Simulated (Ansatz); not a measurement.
```xyz
10

Sn   -0.7684    1.0555   -0.5520
Si    0.4726   -1.3582    0.3322
H     0.0081    1.8841   -1.8039
H    -1.7350    1.8742    0.5671
H    -1.6946   -0.2386   -1.2376
H     0.7799    0.3550    0.5820
Cl    1.4019    1.8870    1.0517
H     1.6391   -1.6888    1.1885
H     0.6739   -1.8692   -1.0462
H    -0.7776   -1.9011    0.9182
```

A transition-state structure; geometry: PBE0-D4/def2-TZVP; core potentials replace the inner electrons of Sn.

All numbers below come from Ansatz, RKS PBE0-D4/def2-TZVPP.

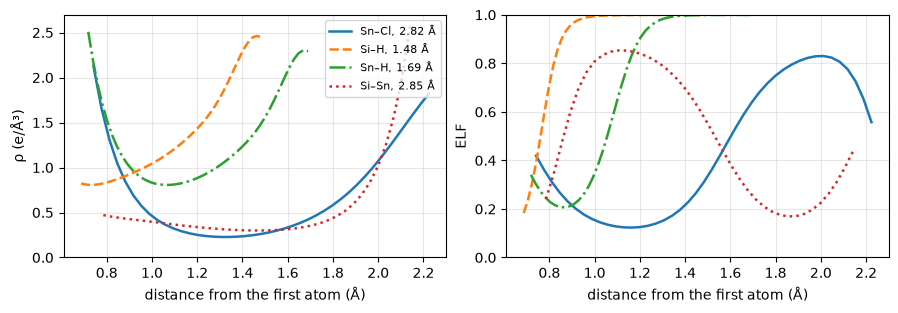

ClH7SiSn. Electron density and ELF along straight lines between neighbouring atoms. The curves leave out the atomic cores.

### What can be read from the curves?

Sn–Cl (2.82 Å): the density is about 0.24 e/Å³ at the midpoint; the ELF peaks at about 0.85 in the valence shell of Cl, 0.8 Å from its nucleus, and drops to about 0.10 between the two atoms.
Si–H (1.48 Å): ρ is about 0.81 e/Å³ halfway; the ELF climbs to about 1 towards the hydrogen, as it does in any bond to H.
Sn–H (1.69 Å): ρ at the midpoint is about 1.2 e/Å³; the ELF climbs to about 1 towards the hydrogen.
Si–Sn (2.85 Å): ρ at the midpoint is about 0.3 e/Å³; the ELF peaks at about 0.85 between the atoms (localised, covalent bonding).
